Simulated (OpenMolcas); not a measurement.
**Run report: AlCl, excited-state calculation (part 4 of 4)**

AlCl (aluminium monochloride), SMILES [Al][Cl]; CASPT2/ANO-R1, sfX2C (OpenMolcas 26.06). 

Geometry of the input (Å):
```
Al 0.0000  0.0000  0.0000
Cl 0.0000  0.0000  2.1301
```

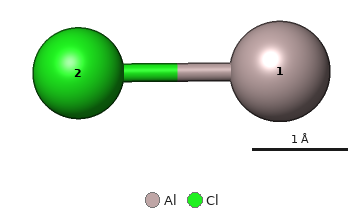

The structure as given in the input (ball-and-stick view, seen on its broad side; atoms are numbered from 1 in the order of the input). Sticks mark near contacts.

The program's output, continued:
```
      ****************************************************************************************************
      *                                         Spin-free section                                        *
      *                 Note: index according to input order, order according to energy.                 *
      ****************************************************************************************************

  SPIN-FREE ENERGIES:
  (Shifted by EMIN (a.u.) =       -703.5794526721)

 SF State       Relative EMIN(au)   Rel lowest level(eV)    D:o, cm**(-1)      Abs_M

     1             0.0000000000        0.0000000000              0.0000         0.0
     2             0.1810482662        4.9265743007          39735.5015         0.0
     3             0.3382740968        9.2049071051          74242.5827         0.0

++ Dipole transition strengths (spin-free states):
   -----------------------------------------------
     for osc. strength at least  1.00000000E-05

      From   To        Osc. strength     Einstein coefficients Ax, Ay, Az (sec-1)    Total A (sec-1)
     -----------------------------------------------------------------------------------------------
         1    2       2.00240296E-01  3.87778351E+07  1.72109793E+08  3.82648195E-18  2.10887628E+08
         1    3       4.35236364E-02  2.47866114E-18  9.72620469E-18  1.60019734E+08  1.60019734E+08
         2    3       3.36842678E-01  4.91946942E+07  2.18343499E+08  1.01661633E-19  2.67538193E+08
     -----------------------------------------------------------------------------------------------
--

++ Velocity transition strengths (spin-free states):
   -------------------------------------------------
     for osc. strength at least  1.00000000E-05

      From   To        Osc. strength     Einstein coefficients Ax, Ay, Az (sec-1)    Total A (sec-1)
     -----------------------------------------------------------------------------------------------
         1    2       2.68514036E-01  5.19994878E+07  2.30792185E+08  2.16494827E-17  2.82791672E+08
         1    3       2.19300770E-03  2.57950823E-18  9.25420388E-18  8.06284900E+06  8.06284900E+06
         2    3       2.35472381E-01  3.43899151E+07  1.52634650E+08  2.35597080E-19  1.87024565E+08
     -----------------------------------------------------------------------------------------------
--

++ Length and velocity gauge comparison (spin-free states):
   --------------------------------------------------------

 --------------------------------------------------
 A comparison between the dipole oscillator strengths in
 length and velocity gauge will be performed

     All dipole oscillator differences above the tolerance of   1.00000000E-01  will be printed

 Due to basis set deficiency these oscillator may be problematic

 The tolerance is defined as ABS(1-O_l/O_v)
 O_l : dipole oscillator strength in length gauge
 O_p : dipole oscillator strength in velocity gauge
 --------------------------------------------------

  Problematic transitions have been found

      From   To       Difference (%) Osc. st. (len.) Osc. st. (vel.)
     ---------------------------------------------------------------
         1    2            25.426507  2.00240296E-01  2.68514036E-01
         1    3          1884.654972  4.35236364E-02  2.19300770E-03
         2    3            43.049761  3.36842678E-01  2.35472381E-01
     ---------------------------------------------------------------

 Number of problematic transitions =                     3

--

 Electric-dipole - electric-octupole not included
 Electric-dipole - magnetic-quadrupole not included

      ****************************************************************************************************
      *                                    Special properties section                                    *
      ****************************************************************************************************

--- Stop Module: rassi /rc=_RC_ALL_IS_WELL_ ---

.##################.
.# Happy landing! #.
.##################.

    Timing: Wall=3.27 User=2.82 System=0.44
```

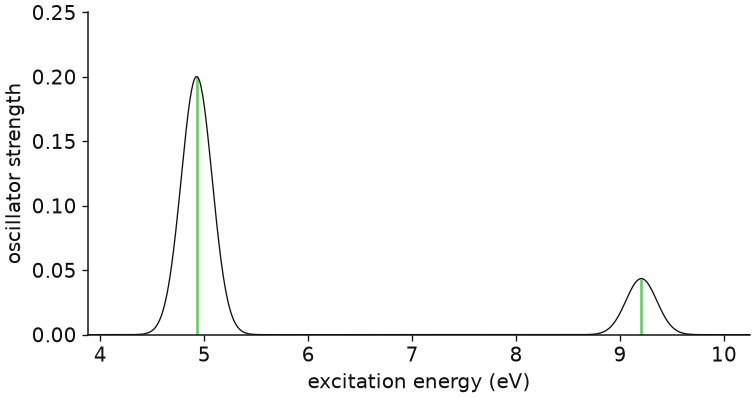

Computed excitations as sticks (degenerate states added up, dark ones marked on the axis), with a Gaussian envelope of 0.35 eV full width at half maximum, scaled to the tallest. Of the 2 states the lowest lies at 4.93 eV (f = 0.200); the strongest line is at 4.93 eV, or 252 nm (f = 0.200).

Key numbers:

- outcome: converged
- total energy: −703.579453 hartree
- CASSCF energy: −703.346499 hartree
- basis functions: 36
- lowest singlet excitation: 4.93 eV
- wall time: 3.6 s
- peak memory: 0.083 GiB
